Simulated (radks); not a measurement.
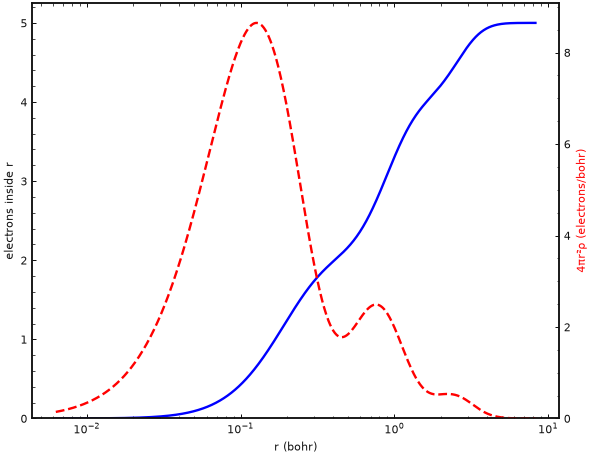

System: the O³⁺ ion, configuration [He] 2s2 3p1 (high spin). Method: non-relativistic Kohn-Sham, HCTH/407, spin-polarised, spherical densities, point nucleus; computed with the in-house radial solver radks.

The plot shows the number of electrons inside radius r (solid) and the radial density 4πr²ρ (dashed).

### Describe it and give its main numbers.

The count levels off at 5 electrons. Half of them lie within 0.658 bohr, 90 % within 2.55 bohr and 99 % within 4.19 bohr. The radial density has minima at 0.453 and 1.90 bohr, where the count stands at 2.1 and 4.2; these part the shells that the density resolves.
